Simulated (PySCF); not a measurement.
# One shape, several levels: SiH2S (SMILES [SiH]S)

Aim: a comparison of 6 runs (M06-2X/STO-6G, PBE/STO-6G, wB97X-V/STO-6G, CISD/STO-6G, CCSD(T)/STO-6G, UCCSD(T)/STO-6G) of SiH2S. 

The calculation is run with PySCF 2.14.0.

10 further runs of the same task are left out: 1 that didn't finish, 9 set aside as unsound or not needed.

**1. The molecule**

The species is SiH2S (4 atoms), meant as a singlet with charge 0. SMILES: `[SiH]S`. The Si1–H3 distance was set to 3.355 Å, away from the relaxed value. At this shape a bond of the SMILES string is far longer than usual.

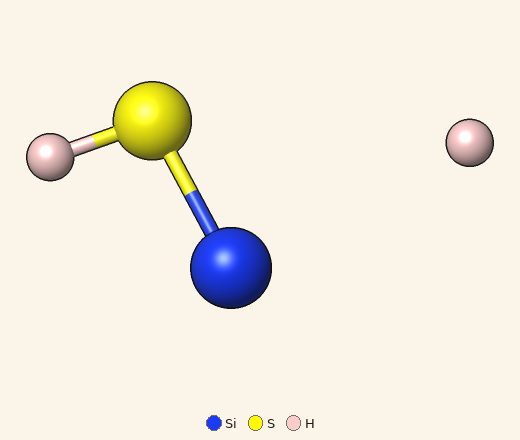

Viewed from a chosen angle; silicon blue, sulfur yellow, hydrogen pink.

**2. The energy at M06-2X/STO-6G (run 1)**

start.xyz

```xyz
4
H2SSi
Si    -1.799170    -0.934719    -0.823266
S     -1.345870     1.098481    -1.190966
H      1.017500    -1.190800     0.981400
H     -2.426070     1.385681    -1.940566
```

input.py

```python
from pyscf import gto, dft

molecule = gto.M(
    atom='start.xyz',
    verbose=3,
    max_memory=1860,
    basis='sto-6g',
)

mf = dft.RKS(molecule, xc='m06-2x')
mf.grids.level = 5
mf.conv_tol = 1e-10
mf.kernel()
if not mf.converged:
    mf = mf.newton().run(mf.mo_coeff, mf.mo_occ)

etot = mf.e_tot
print('Final energy', etot)
```

Started as:

```
$ OMP_NUM_THREADS=1 python input.py
```

The log of the run:

```text
converged SCF energy = -686.055093084492
Final energy -686.0550930844915
```

Wall time 11 s (1 thread of Intel Xeon Platinum 8259CL at 2.50GHz (Skylake/Cascade Lake), shared host); peak memory 0.2 GiB.

**3. A single-point energy at PBE/STO-6G (run 2)**

job.py

```python
from pyscf import gto, dft

system = gto.Mole()
system.atom = '''
Si    -3.399939    -1.766363    -1.555747
S     -2.543326     2.075828    -2.250600
H      1.922796    -2.250286     1.854577
H     -4.584608     2.618558    -3.667138
'''
system.unit = 'bohr'
system.charge = 0
system.max_memory = 1860
system.basis = 'sto-6g'
system.verbose = 3
system.spin = 0
system.build()

mf = dft.RKS(system)
mf.xc = 'pbe'
mf.grids.level = 5
mf.conv_tol = 1e-10
mf.kernel()
if not mf.converged:
    mf = mf.newton().run(mf.mo_coeff, mf.mo_occ)

etot = mf.e_tot
print(f'total energy: {etot:.8f} hartree')
```

Started as:

```
$ OMP_NUM_THREADS=1 python job.py
```

The log of the run:

```text
converged SCF energy = -685.834990613321
total energy: -685.83499061 hartree
```

Wall time 12 s (1 thread of Intel Xeon Platinum 8259CL at 2.50GHz (Skylake/Cascade Lake), shared host); peak memory 0.2 GiB.

Run 3 isn't shown in full; the table further down has it.

**4. A single-point energy at CISD/STO-6G (run 4)**

mol.xyz

```xyz
4
H2SSi
Si    -1.799170    -0.934719    -0.823266
S     -1.345870     1.098481    -1.190966
H      1.017500    -1.190800     0.981400
H     -2.426070     1.385681    -1.940566
```

job.py

```python
from pyscf import gto, scf, ci

molecule = gto.M(
    atom='mol.xyz',
    verbose=3,
    basis='sto-6g',
    charge=0,
    max_memory=1860,
)

mf = scf.RHF(molecule)
mf.conv_tol = 1e-10
mf.kernel()
if not mf.converged:
    mf = mf.newton().run(mf.mo_coeff, mf.mo_occ)

cisd = ci.CISD(mf, frozen=10)
cisd.kernel()
energy = cisd.e_tot
print(f'total energy: {energy:.8f} hartree')
```

Started as:

```
$ OMP_NUM_THREADS=1 python job.py
```

The log of the run:

```text
converged SCF energy = -684.870154208387
E(RCISD) = -685.0705730589272  E_corr = -0.200418850539876
total energy: -685.07057306 hartree
```

Run time: 1.1 s. Hardware: 1 thread of Intel Xeon Platinum 8259CL at 2.50GHz (Skylake/Cascade Lake), shared host; peak memory 0.11 GiB.

Run 5 isn't shown in full; the table further down has it.

**5. A single-point energy at UCCSD(T)/STO-6G (run 6)**

Changes to mol.xyz since step 4:

```diff
@@ -1,3 +1,3 @@
 4
-H2SSi
+
 Si    -1.799170    -0.934719    -0.823266
```

input.py

```python
from pyscf import gto, scf, cc

molecule = gto.M(
    atom='mol.xyz',
    spin=0,
    max_memory=1860,
    verbose=4,
    charge=0,
    basis='sto-6g',
)

mf = scf.UHF(molecule)
mf.conv_tol = 1e-10
mf.kernel()
if not mf.converged:
    mf = mf.newton().run(mf.mo_coeff, mf.mo_occ)
for _ in range(3):
    mo, _, stable, _ = mf.stability(return_status=True)
    if stable:
        break
    mf.kernel(mf.make_rdm1(mo, mf.mo_occ))

mycc = cc.CCSD(mf, frozen=10)
mycc.kernel()
e_t = mycc.ccsd_t()
e_final = mycc.e_tot + e_t
print('E(%s) = %.9f' % ('CCSD(T)', e_final))
```

Started as:

```
$ OMP_NUM_THREADS=1 python input.py
```

The log of the run:

```text
PySCF version 2.14.0

[... 100 lines left out ...]
converged SCF energy = -684.870154208396  <S^2> = 1.0022703e-09  2S+1 = 1
[... 76 lines left out ...]
converged SCF energy = -685.037563614667  <S^2> = 0.99582667  2S+1 = 2.2323321
[... 14 lines left out ...]
Init t2, MP2 energy = -0.0436505631861855
[... 37 lines left out ...]
UCCSD converged
[... 2 lines left out ...]
E(CCSD(T)) = -685.101910010
```

Wall time 1.8 s (1 thread of Intel Xeon Platinum 8259CL at 2.50GHz (Skylake/Cascade Lake), shared host); peak memory 0.12 GiB.

**6. Overview of the runs**

```
run            level  nlc grid  integration grid  energy (Eh)  dipole moment (D) of the reference  HOMO energy (eV)  LUMO energy (eV)  wall time
  1    M06-2X/STO-6G         –                 5  -686.055093                                4.42             -1.83              1.53       11 s
  2       PBE/STO-6G         –                 5  -685.834991                                4.18             -0.53              0.34       12 s
  3   wB97X-V/STO-6G         1                 5  -686.015893                                4.64             -2.87              2.47       32 s
  4      CISD/STO-6G         –                 –  -685.070573                                5.64             -2.24              3.38      1.1 s
  5   CCSD(T)/STO-6G         –                 –  -685.105335                                5.64             -2.24              3.38      1.1 s
  6  UCCSD(T)/STO-6G         –                 –  -685.101910                                1.32             -4.56              6.26      1.8 s
```

**7. Summary of results**

```
                                           quantity          value
                                run 6: total energy  -685.10191 Eh
        run 6: dipole moment (Hartree–Fock density)         1.32 D
         run 6: HOMO energy (Hartree–Fock orbitals)       -4.56 eV
         run 6: LUMO energy (Hartree–Fock orbitals)        6.26 eV
       run 6: HOMO–LUMO gap (Hartree–Fock orbitals)       10.82 eV
run 6: correlation energy (10 core orbitals frozen)      -64.3 mEh
                              run 6: (T) correction      -2.13 mEh
           run 6: ⟨S²⟩ of the reference determinant          0.996
                               run 6: T1 diagnostic          0.022
```

**Reading.** Over runs 1, 2, 3 the dipole moment (its size) runs from 4.18 D (PBE/STO-6G) to 4.64 D (wB97X-V/STO-6G). Over runs 1, 2, 3 the HOMO–LUMO gap runs from 0.88 eV (PBE/STO-6G) to 5.34 eV (wB97X-V/STO-6G). Totals of different functionals can't be ranked against each other. In run 5 the T1 diagnostic is large, so a single reference may not serve. In runs 1, 2, 3, 4, 5, 6 the basis is minimal, so the values are rough. In runs 1, 2, 3, 4, 5 a closed-shell determinant meets a far-stretched bond, which it describes badly. Spin contamination of the reference: run 6 ⟨S²⟩ = 1.00. Where it is this large, the reference is a mixture of spin states, and values that rest on it are in doubt. All runs together took 59 s, the longest 32 s.
